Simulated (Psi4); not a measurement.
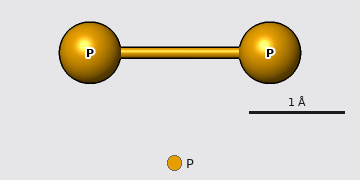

Figure 1. The input geometry (ball-and-stick view, seen on its broad side). Bond lengths as drawn: P–P 1.89 Å.

# Energy and gradient calculation, with input and output: P₂ (charge +1)

- system: P₂ (diphosphorus), charge +1, multiplicity 2
- method: SVWN5/def2-TZVPPD, UKS (Psi4 1.11)

The geometry is that of the parent species in another charge or spin state.

## What the program printed
```
Psi4 1.11 release

gradient() will perform analytic gradient computation.

   => Loading Basis Set <=

    Name: DEF2-TZVPPD
    Role: ORBITAL
    Keyword: BASIS

         ---------------------------------------------------------
                                   SCF
                              UKS Reference
                        1 Threads,   1525 MiB Core
         ---------------------------------------------------------

  ==> Geometry <==

    Molecular point group: c1
    Full point group: C_inf_v

    Geometry (in Angstrom), charge = 1, multiplicity = 2:

       Center              X                  Y                   Z               Mass
    ------------   -----------------  -----------------  -----------------  -----------------
         P            0.000000000000     0.000000000000     0.000000000000    30.973761998420
         P            0.000000000000     0.000000000000     1.893400000000    30.973761998420

  Running in c1 symmetry.

  Rotational constants: A = ************  B =      0.15182  C =      0.15182 [cm^-1]
  Rotational constants: A = ************  B =   4551.33179  C =   4551.33179 [MHz]
  Nuclear repulsion =   62.884162036944126

  Charge       = 1
  Multiplicity = 2
  Electrons    = 29
  Nalpha       = 15
  Nbeta        = 14

  ==> Algorithm <==

  SCF Algorithm Type is PK.
  DIIS enabled.
  MOM disabled.
  Fractional occupation disabled.
  Guess Type is SAD.
  Energy threshold   = 1.00e-09
  Density threshold  = 1.00e-08
  Integral threshold = 1.00e-12

  ==> Primary Basis <==

  Basis Set: DEF2-TZVPPD
    Blend: DEF2-TZVPPD
    Number of shells: 32
    Number of basis functions: 96
    Number of Cartesian functions: 110
    Spherical Harmonics?: true
    Max angular momentum: 3

  ==> DFT Potential <==

   => LibXC <=

    Version 7.1.2

   => Composite Functional: SVWN5 <=

    Slater exchange
    Vosko, Wilk & Nusair (VWN5)

    Deriv               =              1
    GGA                 =          FALSE
    Meta                =          FALSE

    Exchange Hybrid     =          FALSE
    MP2 Hybrid          =          FALSE

   => Exchange Functionals <=

    1.0000         XC_LDA_X

   => Correlation Functionals <=

    1.0000     XC_LDA_C_VWN

   => LibXC Density Thresholds  <==

    XC_LDA_C_VWN:  1.00E-15
    XC_LDA_X:  1.00E-15

   => Molecular Quadrature <=

    Radial Scheme          =       TREUTLER
    Pruning Scheme         =           NONE
    Nuclear Scheme         =       TREUTLER

    Blocking Scheme        =         OCTREE
    BS radius alpha        =              1
    Pruning alpha          =              1
    Radial Points          =             99
    Spherical Points       =            590
    Total Points           =         111250
    Total Blocks           =            966
    Max Points             =            254
    Max Functions          =             95
    Weights Tolerance      =       1.00E-15

  ==> Integral Setup <==

  Using in-core PK algorithm.
   Calculation information:
      Number of atoms:                   2
      Number of AO shells:              32
      Number of primitives:             58
      Number of atomic orbitals:       110
      Number of basis functions:        96

      Integral cutoff                 1.00e-12
      Number of threads:                 1

  Performing in-core PK
  Using 21682992 doubles for integral storage.
  We computed 133562 shell quartets total.
  Whereas there are 139656 unique shell quartets.

  ==> DiskJK: Disk-Based J/K Matrices <==

    J tasked:                  Yes
    K tasked:                   No
    wK tasked:                  No
    Memory [MiB]:             1079
    Schwarz Cutoff:          1E-12

  Cached 100.0% of DFT collocation blocks in 0.063 [GiB].

  Minimum eigenvalue in the overlap matrix is 4.5879460281E-04.
  Reciprocal condition number of the overlap matrix is 9.4018560228E-05.
    Using symmetric orthogonalization.

  ==> Pre-Iterations <==

  SCF Guess: Superposition of Atomic Densities via on-the-fly atomic UHF (no occupation information).

   -------------------------
    Irrep   Nso     Nmo
   -------------------------
     A         96      96
   -------------------------
    Total      96      96
   -------------------------

  ==> Iterations <==

                        Total Energy        Delta E     RMS |[F,P]|

   @UKS iter SAD:  -679.91028715427217   -6.79910e+02   0.00000e+00
   @UKS iter   1:  -679.76754637437364    1.42741e-01   4.87107e-03 DIIS/ADIIS
   @UKS iter   2:  -679.77665193067378   -9.10556e-03   3.48992e-03 DIIS/ADIIS
   @UKS iter   3:  -679.79510259333256   -1.84507e-02   1.68859e-03 DIIS/ADIIS
   @UKS iter   4:  -679.81079617366527   -1.56936e-02   6.91369e-04 DIIS/ADIIS
   @UKS iter   5:  -679.81102183331654   -2.25660e-04   6.29177e-04 DIIS/ADIIS
   @UKS iter   6:  -679.81240967179463   -1.38784e-03   4.29135e-04 DIIS/ADIIS
   @UKS iter   7:  -679.81206281507946    3.46857e-04   4.81736e-04 DIIS/ADIIS
   @UKS iter   8:  -679.81281532210323   -7.52507e-04   3.50368e-04 DIIS/ADIIS
   @UKS iter   9:  -679.81291735795924   -1.02036e-04   3.28597e-04 DIIS/ADIIS
   @UKS iter  10:  -679.81285889952130    5.84584e-05   3.41752e-04 DIIS/ADIIS
   @UKS iter  11:  -679.81304541616578   -1.86517e-04   2.99170e-04 DIIS/ADIIS
   @UKS iter  12:  -679.81326655103567   -2.21135e-04   2.39972e-04 DIIS/ADIIS
   @UKS iter  13:  -679.81337079117668   -1.04240e-04   2.06138e-04 DIIS/ADIIS
   @UKS iter  14:  -679.81366195057501   -2.91159e-04   1.67111e-05 DIIS
   @UKS iter  15:  -679.81366384661476   -1.89604e-06   2.07366e-06 DIIS
   @UKS iter  16:  -679.81366384480634    1.80842e-09   2.20910e-06 DIIS
   @UKS iter  17:  -679.81366387506785   -3.02615e-08   4.05282e-07 DIIS
   @UKS iter  18:  -679.81366387619278   -1.12493e-09   2.97474e-08 DIIS
   @UKS iter  19:  -679.81366387619858   -5.79803e-12   7.80199e-09 DIIS
  Energy and wave function converged.

  ==> Post-Iterations <==

   Electrons on quadrature grid:
      Nalpha   =   15.0000000856 ; deviation = 8.562e-08
      Nbeta    =   14.0000000769 ; deviation = 7.685e-08
      Ntotal   =   29.0000001625 ; deviation = 1.625e-07

   @Spin Contamination Metric:   1.545825224E-03
   @S^2 Expected:                7.500000000E-01
   @S^2 Observed:                7.515458252E-01
   @S   Expected:                5.000000000E-01
   @S   Observed:                5.000000000E-01

    Orbital Energies [Eh]
    ---------------------

    Alpha Occupied:

       1A    -76.312275     2A    -76.312247     3A     -6.592077
       4A     -6.591734     5A     -4.847170     6A     -4.846996
       7A     -4.838390     8A     -4.838218     9A     -4.835211
      10A     -4.832998    11A     -0.924605    12A     -0.700039
      13A     -0.561469    14A     -0.535386    15A     -0.533826

    Alpha Virtual:

      16A     -0.405636    17A     -0.384986    18A     -0.218179
      19A     -0.194702    20A     -0.160000    21A     -0.158583
      22A     -0.131214    23A     -0.117502    24A     -0.093662
      25A     -0.092368    26A     -0.034995    27A     -0.034500
      28A     -0.027974    29A     -0.022808    30A     -0.022487
      31A     -0.010877    32A      0.033857    33A      0.079861
      34A      0.109267    35A      0.110493    36A      0.111668
      37A      0.120367    38A      0.177278    39A      0.193062
      40A      0.193642    41A      0.216717    42A      0.225732
      43A      0.230085    44A      0.267709    45A      0.283996
      46A      0.305986    47A      0.443228    48A      0.624563
      49A      0.833293    50A      0.842459    51A      0.846890
      52A      0.878128    53A      0.894860    54A      0.928819
      55A      0.928962    56A      0.958850    57A      0.959577
      58A      0.974429    59A      0.987406    60A      1.001566
      61A      1.001611    62A      1.058155    63A      1.058164
      64A      1.090570    65A      1.098000    66A      1.115700
      67A      1.174645    68A      1.174942    69A      1.195741
      70A      1.285318    71A      1.304634    72A      1.329577
      73A      1.330307    74A      1.401216    75A      1.827562
      76A      1.846101    77A      1.922625    78A      1.981759
      79A      5.184536    80A      5.249299    81A      5.254151
      82A      5.254592    83A      5.259569    84A      5.287088
      85A      5.287143    86A      5.351387    87A      5.362423
      88A      5.702949    89A      6.700187    90A      6.714555
      91A      6.892884    92A      6.907435    93A      6.976613
      94A      7.223339    95A     12.736541    96A     14.306308

    Beta Occupied:

       1A    -76.310102     2A    -76.310074     3A     -6.589528
       4A     -6.589185     5A     -4.841389     6A     -4.841217
       7A     -4.836571     8A     -4.836399     9A     -4.833359
      10A     -4.831162    11A     -0.902853    12A     -0.685758
      13A     -0.525240    14A     -0.525138

    Beta Virtual:

      15A     -0.524935    16A     -0.378456    17A     -0.377935
      18A     -0.207235    19A     -0.184639    20A     -0.145804
      21A     -0.144556    22A     -0.114611    23A     -0.113481
      24A     -0.090803    25A     -0.089061    26A     -0.025949
      27A     -0.025259    28A     -0.021518    29A     -0.020938
      30A     -0.006324    31A     -0.005898    32A      0.038152
      33A      0.087675    34A      0.121684    35A      0.122035
      36A      0.122647    37A      0.122996    38A      0.179487
      39A      0.205670    40A      0.206519    41A      0.228499
      42A      0.228646    43A      0.236054    44A      0.289028
      45A      0.289514    46A      0.317993    47A      0.455228
      48A      0.631703    49A      0.849322    50A      0.861418
      51A      0.862589    52A      0.900012    53A      0.900975
      54A      0.952856    55A      0.953018    56A      0.975170
      57A      0.976145    58A      0.989026    59A      0.990785
      60A      1.017121    61A      1.017993    62A      1.081762
      63A      1.081906    64A      1.097649    65A      1.120211
      66A      1.121483    67A      1.182768    68A      1.201929
      69A      1.202895    70A      1.310737    71A      1.311488
      72A      1.348943    73A      1.350200    74A      1.412539
      75A      1.851338    76A      1.851914    77A      1.926885
      78A      1.996253    79A      5.188065    80A      5.256735
      81A      5.261076    82A      5.261444    83A      5.261484
      84A      5.294050    85A      5.294347    86A      5.360122
      87A      5.364717    88A      5.708157    89A      6.714520
      90A      6.718582    91A      6.907650    92A      6.911599
      93A      6.982263    94A      7.228824    95A     12.742482
      96A     14.311923

    Final Occupation by Irrep:
              A
    DOCC [    14 ]
    SOCC [     1 ]
    NA   [    15 ]
    NB   [    14 ]

  @UKS Final Energy:  -679.81366387619858

   => Energetics <=

    Nuclear Repulsion Energy =             62.8841620369441259
    One-Electron Energy =               -1060.2460336791405098
    Two-Electron Energy =                 361.1635146147581281
    DFT Exchange-Correlation Energy =     -43.6153068487602695
    Empirical Dispersion Energy =           0.0000000000000000
    VV10 Nonlocal Energy =                  0.0000000000000000
    Total Energy =                       -679.8136638761985751

  UHF NO Occupations:
  HONO-2 :   13  A 1.9997728
  HONO-1 :   14  A 1.9996179
  HONO-0 :   15  A 1.0000000
  LUNO+0 :   16  A 0.0003821
  LUNO+1 :   17  A 0.0002272
  LUNO+2 :   18  A 0.0000890
  LUNO+3 :   19  A 0.0000737

Computation Completed

Properties will be evaluated at   0.000000,   0.000000,   0.000000 [a0]

Properties computed using the SCF density matrix

 Multipole Moments:

 ------------------------------------------------------------------------------------
     Multipole            Electronic (a.u.)      Nuclear  (a.u.)        Total (a.u.)
 ------------------------------------------------------------------------------------

 L = 1.  Multiply by 2.5417464519 to convert [e a0] to [Debye]
 Dipole X            :          0.0000000            0.0000000            0.0000000
 Dipole Y            :          0.0000001            0.0000000            0.0000001
 Dipole Z            :        -51.8811096           53.6701117            1.7890021
 Magnitude           :                                                    1.7890021

 ------------------------------------------------------------------------------------

	total time  =         13 seconds =       0.22 minutes

         ------------------------------------------------------------
                                   SCF GRAD
         ------------------------------------------------------------

  ==> Geometry <==

    Molecular point group: c1
    Full point group: C_inf_v

    Geometry (in Angstrom), charge = 1, multiplicity = 2:

       Center              X                  Y                   Z               Mass
    ------------   -----------------  -----------------  -----------------  -----------------
         P            0.000000000000     0.000000000000     0.000000000000    30.973761998420
         P            0.000000000000     0.000000000000     1.893400000000    30.973761998420

  Nuclear repulsion =   62.884162036944126

  ==> Basis Set <==

  Basis Set: DEF2-TZVPPD
    Blend: DEF2-TZVPPD
    Number of shells: 32
    Number of basis functions: 96
    Number of Cartesian functions: 110
    Spherical Harmonics?: true
    Max angular momentum: 3

  ==> DirectJKGrad: Integral-Direct SCF Gradients <==

    Gradient:                    1
    J tasked:                  Yes
    K tasked:                   No
    wK tasked:                  No
    Integrals threads:           1
    Schwarz Cutoff:          1E-12

  ==> DFT Potential <==

   => LibXC <=

    Version 7.1.2

   => Composite Functional: SVWN5 <=

    Slater exchange
    Vosko, Wilk & Nusair (VWN5)

    Deriv               =              1
    GGA                 =          FALSE
    Meta                =          FALSE

    Exchange Hybrid     =          FALSE
    MP2 Hybrid          =          FALSE

   => Exchange Functionals <=

    1.0000         XC_LDA_X

   => Correlation Functionals <=

    1.0000     XC_LDA_C_VWN

   => LibXC Density Thresholds  <==

    XC_LDA_C_VWN:  1.00E-15
    XC_LDA_X:  1.00E-15

   => Molecular Quadrature <=

    Radial Scheme          =       TREUTLER
    Pruning Scheme         =           NONE
    Nuclear Scheme         =       TREUTLER

    Blocking Scheme        =         OCTREE
    BS radius alpha        =              1
    Pruning alpha          =              1
    Radial Points          =             99
    Spherical Points       =            590
    Total Points           =         111250
    Total Blocks           =            966
    Max Points             =            254
    Max Functions          =             95
    Weights Tolerance      =       1.00E-15

  -Total Gradient:
     Atom            X                  Y                   Z
    ------   -----------------  -----------------  -----------------
       1       -0.000000000079     0.000000000625     0.056262580891
       2        0.000000000079    -0.000000000625    -0.056262580893

	total time  =          6 seconds =       0.10 minutes

Properties will be evaluated at   0.000000,   0.000000,   0.000000 [a0]

Properties computed using the SCF density matrix

 Multipole Moments:

 ------------------------------------------------------------------------------------
     Multipole            Electronic (a.u.)      Nuclear  (a.u.)        Total (a.u.)
 ------------------------------------------------------------------------------------

 L = 1.  Multiply by 2.5417464519 to convert [e a0] to [Debye]
 Dipole X            :          0.0000000            0.0000000            0.0000000
 Dipole Y            :          0.0000001            0.0000000            0.0000001
 Dipole Z            :        -51.8811096           53.6701117            1.7890021
 Magnitude           :                                                    1.7890021

 ------------------------------------------------------------------------------------
  Mulliken Charges: (a.u.)
   Center  Symbol    Alpha    Beta     Spin     Total
       1     P     7.50000  7.00000  0.50000  0.50000
       2     P     7.50000  7.00000  0.50000  0.50000

   Total alpha = 15.00000, Total beta = 14.00000, Total charge =  1.00000

  Lowdin Charges: (a.u.)
   Center  Symbol    Alpha    Beta     Spin     Total
       1     P     7.50000  7.00000  0.50000  0.50000
       2     P     7.50000  7.00000  0.50000  0.50000

  Total alpha = 15.00000, Total beta = 14.00000, Total charge =  1.00000

    Psi4 run time: 0:00:18.99
```

This output came from the following input.

## The input (job.in)
```
memory 1600 MB

molecule m {
  1 2
  P      0.000000     0.000000     0.000000
  P      0.000000     0.000000     1.893400
  units angstrom
  symmetry c1
  no_reorient
  no_com
}

set {
  basis def2-TZVPPD
  reference uks
  puream true
  e_convergence 1e-09
  d_convergence 1e-08
  scf_type pk
  dft_radial_points 99
  dft_spherical_points 590
  maxiter 200
}

result, w = gradient('scf', dft_functional={"name": "SVWN5", "x_functionals": {"LDA_X": {}}, "c_functionals": {"LDA_C_VWN": {}}}, return_wfn=True)
oeprop(w, 'LOWDIN_CHARGES', 'MULLIKEN_CHARGES', 'DIPOLE', title='SCF')
```

Run as:
```bash
psi4 -n 1 job.in job.out
```

## Key numbers

| quantity | value |
| --- | --- |
| outcome | converged |
| total energy | −679.813664 hartree |
| basis functions | 96 |
| largest force | 2.893 eV/Å |
| ⟨S²⟩ | 0.752 |
| hardware | 1 thread of Intel Xeon @ 2.50GHz (Skylake/Cascade Lake), 12 GiB of memory available, shared host |
| wall time | 21 s |
| peak memory | 0.45 GiB |
